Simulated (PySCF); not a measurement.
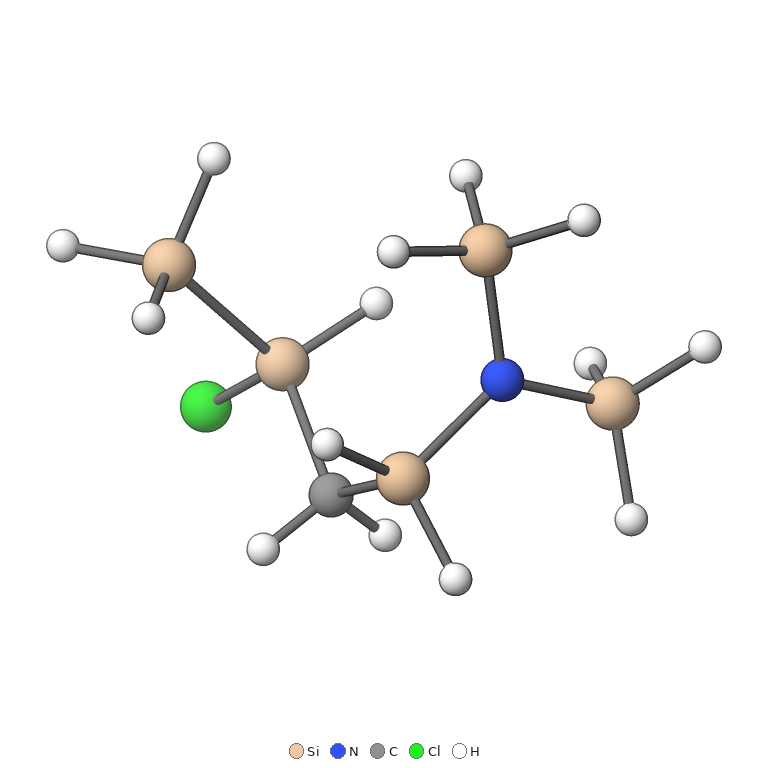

Rendered structure (ball-and-stick style). Every bond is drawn as one stick, whatever its order.

The geometry was computed by an optimisation with GFN2-xTB. No frequency run is at hand to confirm it as a minimum.

> Which formula does it have?

CH₁₄ClNSi₅, 22 atoms: 1 carbon, 14 hydrogen, 1 chlorine, 1 nitrogen and 5 silicon.

> Give the symmetry (Schoenflies symbol).

C1.

> Does it have rings?

It has no ring.

The parts below concern this one geometry. Atoms keep their numbers from picture to picture.

**Geometry**

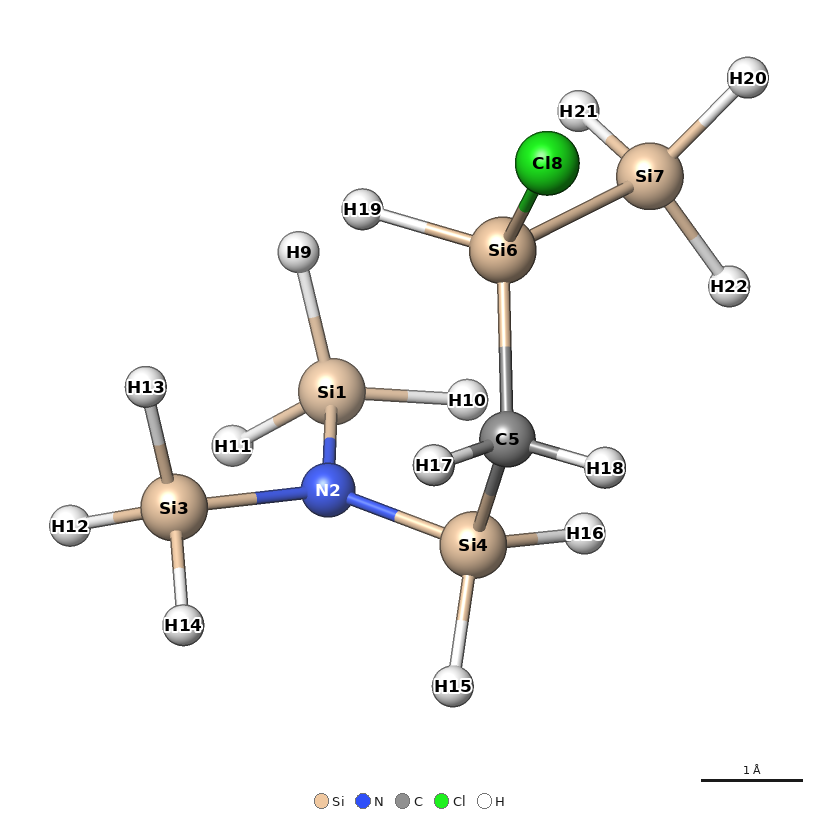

Atoms carry their numbers in the input. No frequency run is at hand to confirm it as a minimum.

What are the angles N2–Si1–H11, N2–Si3–H12, N2–Si3–H13, N2–Si3–H14, Si3–N2–Si4, Si4–C5–Si6, C5–Si6–Si7, Si6–C5–H17, Si6–C5–H18, Si6–Si7–H22, Si7–Si6–Cl8, Cl8–Si6–H19?

```csv
angle,degrees
N2–Si1–H11,107.9
N2–Si3–H12,108.0
N2–Si3–H13,110.0
N2–Si3–H14,107.7
Si3–N2–Si4,118.6
Si4–C5–Si6,114.7
C5–Si6–Si7,114.1
Si6–C5–H17,109.0
Si6–C5–H18,109.7
Si6–Si7–H22,112.3
Si7–Si6–Cl8,110.5
Cl8–Si6–H19,102.9
```

**Electronic properties**

No frequency run is at hand to confirm it as a minimum. Properties computed with PBE0/pcSseg-1, gas phase (PySCF 2.14.0).

> Give the HOMO energy (Kohn–Sham orbital) at this level.

−7.63 eV.

> What is the HOMO–LUMO gap?

6.69 eV.

> What is the dipole moment?

1.63 D.

**Charges**

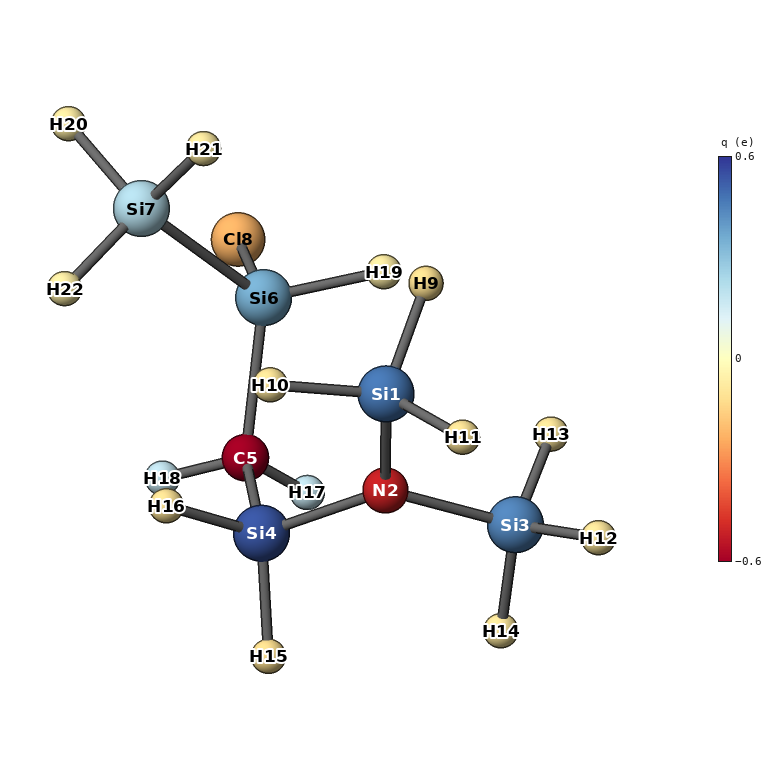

Atoms are coloured by their ESP-fitted charges. No frequency run is at hand to confirm it as a minimum. Level of theory: PBE0/pcSseg-1, gas phase (PySCF 2.14.0).

> Which atom carries the highest charge (most positive or least negative)?

Si4 (0.53 e).

> And the lowest?

C5 (−0.59 e).

Give the ESP-fitted charges atom by atom.

| atom | value (e) |
| --- | --- |
| Si1 | 0.47 |
| N2 | −0.51 |
| Si3 | 0.44 |
| Si4 | 0.53 |
| C5 | −0.59 |
| Si6 | 0.34 |
| Si7 | 0.21 |
| Cl8 | −0.22 |
| H9 | −0.11 |
| H10 | −0.09 |
| H11 | −0.10 |
| H12 | −0.09 |
| H13 | −0.09 |
| H14 | −0.08 |
| H15 | −0.12 |
| H16 | −0.10 |
| H17 | 0.18 |
| H18 | 0.18 |
| H19 | −0.06 |
| H20 | −0.06 |
| H21 | −0.07 |
| H22 | −0.06 |

**Bond orders**

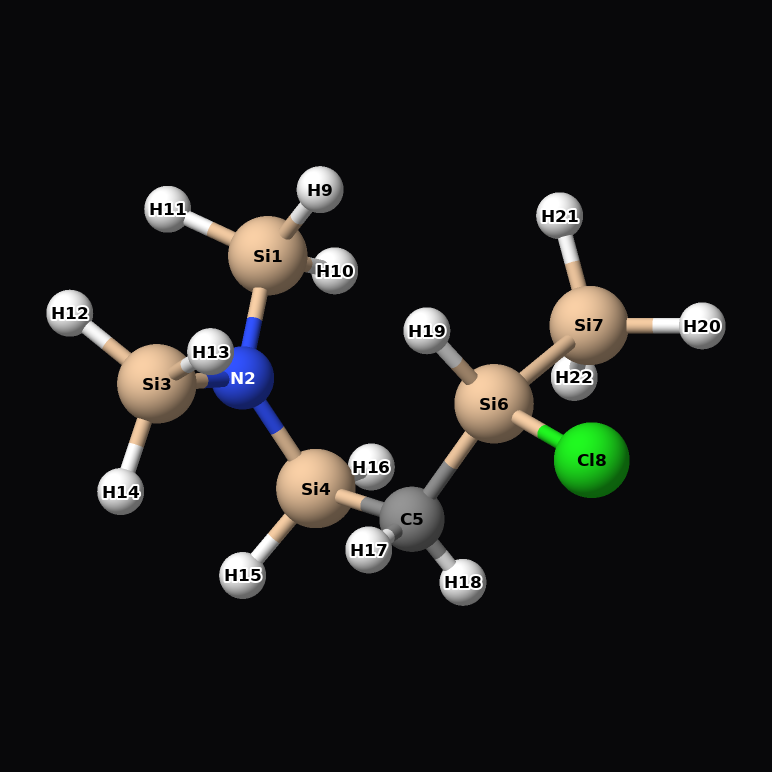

Every bond is drawn as one stick. No frequency run is at hand to confirm it as a minimum. Computed with PBE0/pcSseg-1 (PySCF 2.14.0).

List the Mayer bond orders of Si1–N2, N2–Si3, N2–Si4, Si4–C5, C5–Si6, Si6–Si7, Si6–Cl8 (bonds between heavy atoms, one of each equivalent set).

```
   bond  Mayer order  length (Å)
 Si1–N2         0.89       1.741
 N2–Si3         0.89       1.744
 N2–Si4         0.87       1.744
 Si4–C5         0.90       1.899
 C5–Si6         0.90       1.903
Si6–Si7         0.88       2.317
Si6–Cl8         0.94       2.049
```

The geometry is semi-empirical. Around Si such bond lengths and angles can be off by a tenth of an ångström or more and by several degrees, and values that hang on the shape move with them.
